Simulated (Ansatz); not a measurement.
**doublet HS: levels of theory compared**

We compute a comparison of 6 runs (UB3LYP/3-21G, USVWN5/3-21G, U-r2SCAN0/cc-pVDZ, U-wB97X/cc-pVDZ, UPBE0/cc-pVDZ, RPA@PBE/cc-pVDZ) of doublet HS. 

The results are computed with Ansatz 0.2.0.

3 further runs of the same task are left out: 2 that didn't finish, 1 set aside as unsound or not needed.

**1. The structure to begin with**

HS: 2 atoms, total charge 0, spin state doublet. SMILES of the parent species: `[SH-]`. Geometry: relaxed at PBE0-D4/def2-TZVPD. That shape belongs to the parent species and isn't relaxed for this state.

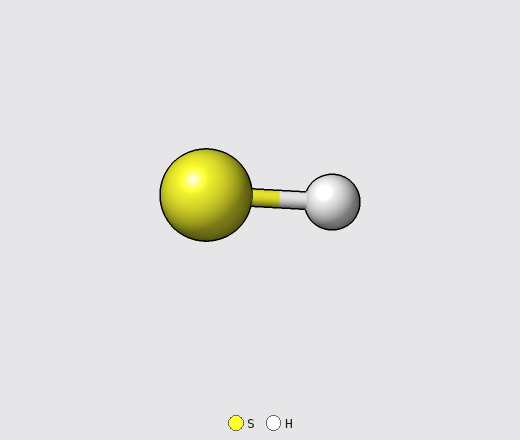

The structure, seen from a chosen angle (sulfur yellow, hydrogen white).

**2. A single-point energy at UB3LYP/3-21G (run 1)**

job.yaml reads:

```yaml
crystal:
  periodic: [false, false, false]
  atoms:
    - {symbol: S, position_ang: [0.574700, -0.187900, 0.295500]}
    - {symbol: H, position_ang: [-0.574700, 0.187900, -0.295500]}
basis:
  gaussian: {orbitals: 3-21G.json}
magnetization: {spin_polarized: true, initial_magnetization: 1}
hamiltonian: {xc: {name: B3LYP}}
accuracy: high
```

The basis set 3-21G is read from a file made from the Basis Set Exchange's data (not shown).

On the command line:

```console
$ ansatz run job.yaml --threads 1 --pin off --max-ram 2610MiB --events-out events.jsonl --progress --plain --runs-dir runs
```

Output:

```text
Warning: RAYON_NUM_THREADS=1 ignored (pool sized by the plan → 1); use --threads N
Functional definition: B3LYP
  name "B3LYP"
  parameter a0 = 0.2
  parameter ax = 0.72
  parameter ac = 0.81
  exchange = (1 - a0 - ax)*slater_x + ax*b88_x + a0*exact_x
  correlation = (1 - ac)*vwn_rpa_c + ac*lyp_c
269 factors; integrals over basis functions are off by at most 3.6e-9 eV
mean field evaluation 1: about -10796.7844 eV, gradient 5.1e0 eV
mean field evaluation 2: about -10796.8551 eV, gradient 4.4e0 eV
mean field evaluation 4: about -10796.9775 eV, gradient 1.1e-1 eV
mean field evaluation 8: about -10796.9723 eV, gradient 2.2e-3 eV
mean field evaluation 16: about -10796.9723 eV, gradient 1.4e-8 eV
mean field -10796.97225765 eV, -396.7814120179 hartree, gradient 1.3e-8 eV, S^2 0.750763; 0 other end points of the search recorded, 0 dependent functions left out
reference -10796.97228032 eV, -396.7814128512 hartree; 9, 8 occupied and 6, 7 virtual orbitals, 269 factors
Total energy: -10796.97228032 eV, -396.7814128512 hartree
```

Wall time 0.64 s (1 thread of Arm Neoverse V2, shared host).

**3. A single-point energy at USVWN5/3-21G (run 2)**

molecule.yaml reads:

```yaml
crystal:
  periodic: [false, false, false]
  atoms:
    - {symbol: S, position_ang: [0.574700, -0.187900, 0.295500]}
    - {symbol: H, position_ang: [-0.574700, 0.187900, -0.295500]}
basis:
  gaussian: {orbitals: 3-21G.json}
hamiltonian: {xc: {name: SVWN5}}
accuracy: high
magnetization: {spin_polarized: true, initial_magnetization: 1}
total_charge: 0
```

The basis set 3-21G is read from a file made from the Basis Set Exchange's data (not shown).

On the command line:

```console
$ ansatz run molecule.yaml --threads 1 --pin off --max-ram 2610MiB --events-out events.jsonl --progress --plain --runs-dir runs
```

Output:

```text
Warning: RAYON_NUM_THREADS=1 ignored (pool sized by the plan → 1); use --threads N
Functional definition: SVWN5
  name "SVWN5"
  exchange = slater_x
  correlation = vwn5_c
269 factors; integrals over basis functions are off by at most 3.6e-9 eV
mean field evaluation 1: about -10758.3238 eV, gradient 6.1e0 eV
mean field evaluation 2: about -10758.2738 eV, gradient 7.0e0 eV
mean field evaluation 4: about -10758.5758 eV, gradient 9.1e-1 eV
mean field evaluation 8: about -10758.5747 eV, gradient 9.6e-1 eV
mean field evaluation 16: about -10758.5786 eV, gradient 1.1e-8 eV
mean field -10758.57862936 eV, -395.3704722023 hartree, gradient 1.1e-8 eV, S^2 0.750565; 1 other end points of the search recorded, 0 dependent functions left out
reference -10758.57863085 eV, -395.3704722573 hartree; 9, 8 occupied and 6, 7 virtual orbitals, 269 factors
Total energy: -10758.57863085 eV, -395.3704722573 hartree
```

Wall time 0.5 s (1 thread of Arm Neoverse V2, shared host).

Runs 3 to 4 aren't shown in full; the table further down has their settings and results.

**4. A single-point energy at UPBE0/cc-pVDZ (run 5)**

molecule.yaml reads:

```yaml
crystal:
  periodic: [false, false, false]
  atoms:
    - {symbol: S, position_ang: [0.574700, -0.187900, 0.295500]}
    - {symbol: H, position_ang: [-0.574700, 0.187900, -0.295500]}
basis:
  gaussian:
    orbitals: cc-pVDZ
hamiltonian:
  xc: pbe0
accuracy: high
magnetization:
  spin_polarized: true
  initial_magnetization: 1
```

On the command line:

```console
$ ansatz run molecule.yaml --threads 1 --pin off --max-ram 2610MiB --events-out events.jsonl --progress --plain --runs-dir runs
```

Output:

```text
Warning: RAYON_NUM_THREADS=1 ignored (pool sized by the plan → 1); use --threads N
Functional definition: PBE0
  name "PBE0"
  parameter a = 0.25
  parameter kappa = 0.804
  parameter beta = 0.06672455060314922
  exchange = (1 - a)*pbe_x(kappa = kappa, mu = beta*pi^2/3) + a*exact_x
  correlation = pbe_c(beta = beta)
415 factors; integrals over basis functions are off by at most 3.0e-9 eV
mean field evaluation 1: about -10846.3535 eV, gradient 4.3e0 eV
mean field evaluation 2: about -10846.4525 eV, gradient 2.4e0 eV
mean field evaluation 4: about -10846.4858 eV, gradient 3.7e-1 eV
mean field evaluation 8: about -10846.5202 eV, gradient 3.0e-2 eV
mean field evaluation 16: about -10846.5202 eV, gradient 4.2e-6 eV
mean field -10846.52016430 eV, -398.6022640028 hartree, gradient 3.5e-8 eV, S^2 0.753513; 0 other end points of the search recorded, 0 dependent functions left out
reference -10846.52016563 eV, -398.6022640515 hartree; 9, 8 occupied and 14, 15 virtual orbitals, 415 factors
Total energy: -10846.52016563 eV, -398.6022640515 hartree
```

Wall time 1.2 s (1 thread of Arm Neoverse V2, shared host); peak memory 0.09 GiB.

**5. A single-point energy at RPA@PBE/cc-pVDZ (run 6)**

molecule.yaml reads:

```yaml
basis:
  gaussian: {orbitals: cc-pVDZ}
crystal:
  periodic: [false, false, false]
  atoms:
    - {symbol: S, position_ang: [0.574700, -0.187900, 0.295500]}
    - {symbol: H, position_ang: [-0.574700, 0.187900, -0.295500]}
magnetization: {spin_polarized: true, initial_magnetization: 1}
hamiltonian: {xc: pbe}
correlation: {method: rpa, frozen_orbitals: {H: 0, S: 5}}
accuracy: high
```

On the command line:

```console
$ ansatz run molecule.yaml --threads 1 --pin off --max-ram 2610MiB --events-out events.jsonl --progress --plain --runs-dir runs
```

Output, shortened:

```text
Warning: RAYON_NUM_THREADS=1 ignored (pool sized by the plan → 1); use --threads N
Functional definition: PBE
  name "PBE"
[...]
415 factors; integrals over basis functions are off by at most 3.0e-9 eV
[...]
mean field -10845.51827475 eV, -398.5654452406 hartree, gradient 3.4e-8 eV, S^2 0.752529; 2 other end points of the search recorded, 0 dependent functions left out
5 core orbitals not correlated: weight in the atoms' cores, before any rotation towards them, 1.000 or more for the frozen orbitals, at most 0.000 for the correlated occupied ones
reference -10832.38065633 eV, -398.0826466689 hartree; 4, 3 occupied and 14, 15 virtual orbitals, 415 factors
Total energy: -10838.18244941 eV, -398.2958586320 hartree
```

It took 1.4 s on 1 thread of Arm Neoverse V2, shared host; peak memory 0.1 GiB.

**6. The series**

| run | level | frozen core orbitals | energy (Eh) | ⟨S²⟩ | wall time |
| --- | --- | --- | --- | --- | --- |
| 1 | UB3LYP/3-21G | – | -396.781413 | 0.751 | 0.64 s |
| 2 | USVWN5/3-21G | – | -395.370472 | 0.751 | 0.5 s |
| 3 | U-r2SCAN0/cc-pVDZ | – | -398.712132 | 0.755 | 2.6 s |
| 4 | U-wB97X/cc-pVDZ | – | -398.738524 | 0.753 | 5.1 s |
| 5 | UPBE0/cc-pVDZ | – | -398.602264 | 0.754 | 1.2 s |
| 6 | RPA@PBE/cc-pVDZ | 5 | -398.295859 | 0.753 | 1.4 s |

**7. Summary of results**

```
                                quantity          value
                     run 6: total energy  -398.29586 Eh
 run 6: RPA correlation energy (valence)     -213.2 mEh
run 6: ⟨S²⟩ of the reference determinant          0.753
```

In words: Totals of different functionals can't be ranked against each other. All runs together took 11 s, the longest 5.1 s.
